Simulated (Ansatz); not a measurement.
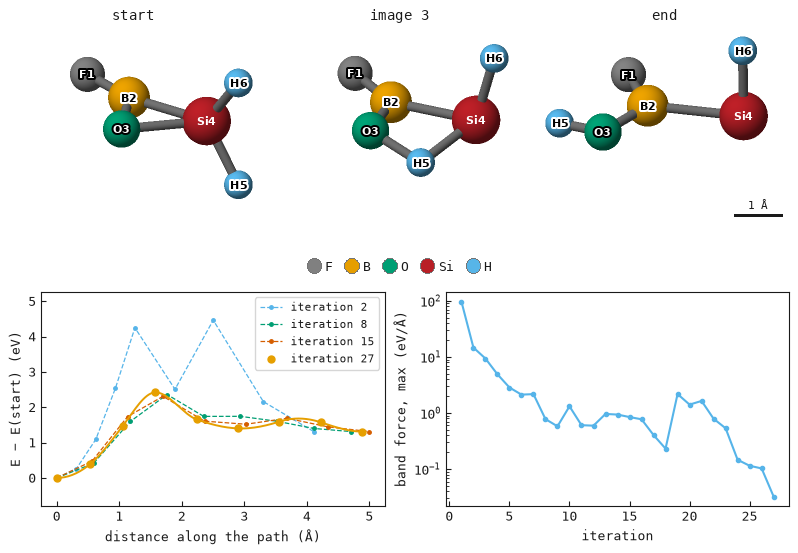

NEB run on BSiH2OF. Images are numbered from 0 (start) to 8 (end). The plot follows the band through its iterations. Style: ball-and-stick. Shown at a tilt.

All numbers below come from RKS PBE-D4/6-31G* (Ansatz 0.2.0). Settings: 7 movable images; climbing image; force threshold 0.05 eV/Å; iteration limit 60; starting path through a guess of the saddle point.

### Judge this run.

The run is converged, with reservations. The band converged in 27 iterations. The largest component of the band force went from 98 to 0.032 eV/Å. The climbing image converged on the top of the path. Its vibrational analysis gives one imaginary mode (1449i cm⁻¹), as a transition state must have. The first iteration put the highest image at 15.18 eV. Forward barrier 2.42 eV, backward barrier 1.11 eV, with image 3 at the top; the reaction energy is +1.31 eV. The profile has 2 maxima (images 3, 6) with a dip at image 5 (+1.40 eV), so the process runs in steps.

Cost: 4.3 min on 1 thread of Arm Neoverse V2, on a shared host, peak memory 0.11 GiB.
